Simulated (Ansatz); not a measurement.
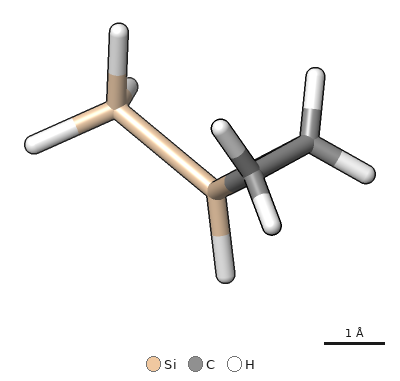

C₂H₈Si₂, before the relaxation. Style: stick. Shown from a free direction.

The start comes from PBE-D4/def2-SVP.

These are results of Ansatz 0.2.0, RKS PBE0-D4/def2-TZVP, not measurements.

Input file:
```yaml
crystal:
  periodic: [false, false, false]
  atoms:
    - {symbol: Si, position_ang: [-1.256329, 1.566833, -0.642288]}
    - {symbol: Si, position_ang: [-0.549302, -0.321585, 0.514986]}
    - {symbol: C, position_ang: [1.306667, -0.516638, 0.835707]}
    - {symbol: C, position_ang: [0.778016, -1.400644, -0.296792]}
    - {symbol: H, position_ang: [-2.376827, 1.261510, -1.601683]}
    - {symbol: H, position_ang: [-1.715619, 2.663148, 0.282622]}
    - {symbol: H, position_ang: [-0.070309, 2.061794, -1.429212]}
    - {symbol: H, position_ang: [-1.466786, -1.015273, 1.476111]}
    - {symbol: H, position_ang: [1.978526, 0.314049, 0.559766]}
    - {symbol: H, position_ang: [1.613771, -1.022339, 1.767156]}
    - {symbol: H, position_ang: [1.099203, -1.159012, -1.324407]}
    - {symbol: H, position_ang: [0.736089, -2.487043, -0.107867]}
basis:
  gaussian: {orbitals: def2-TZVP}
hamiltonian: {xc: pbe0, dispersion: d4}
relax: {f_tol: 0.005, max_steps: 150}
```

Run as
```bash
ansatz run in.yaml --threads 4 --pin off --events-out ev --progress --plain --max-ram 10444MiB
```

Q: Predict the outcome.

A: Over 8 geometry steps the energy falls by 1.21 kcal/mol. The largest force component goes from 0.6 to 0.0016 eV/Å. The largest move after the best rigid fit is that of H5, 0.093 Å. By element the largest moves are H 0.093 Å, Si 0.034 Å, C 0.028 Å. Among the contacts that change: Si2–C3 1.894 → 1.862 Å, Si1–H5 1.506 → 1.488 Å, C3–H9 1.103 → 1.085 Å, C3–H10 1.103 → 1.085 Å.

Step by step:

| step | E − E(0), kcal/mol | largest force component, eV/Å |
| --- | --- | --- |
| 0 | 0.00 | 0.6028 |
| 1 | -1.04 | 0.3865 |
| 2 | -1.19 | 0.0541 |
| 3 | -1.21 | 0.0178 |
| 4 | -1.21 | 0.0318 |
| 5 | -1.21 | 0.0171 |
| 6 | -1.21 | 0.0022 |
| 7 | -1.21 | 0.0025 |
| 8 | -1.21 | 0.0016 |

The structure at the end:

```xyz
12

Si   -1.2490    1.5605   -0.6470
Si   -0.5319   -0.3278    0.4860
C     1.2845   -0.5108    0.8514
C     0.7827   -1.3896   -0.2954
H    -2.4179    1.2661   -1.5188
H    -1.6293    2.6514    0.2903
H    -0.1199    2.0272   -1.4966
H    -1.4665   -1.0065    1.4146
H     1.9591    0.2967    0.5874
H     1.5744   -1.0211    1.7641
H     1.1377   -1.1426   -1.2903
H     0.7532   -2.4586   -0.1116
```

After the run, drawn alike:

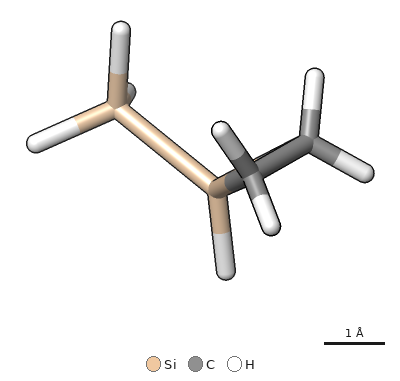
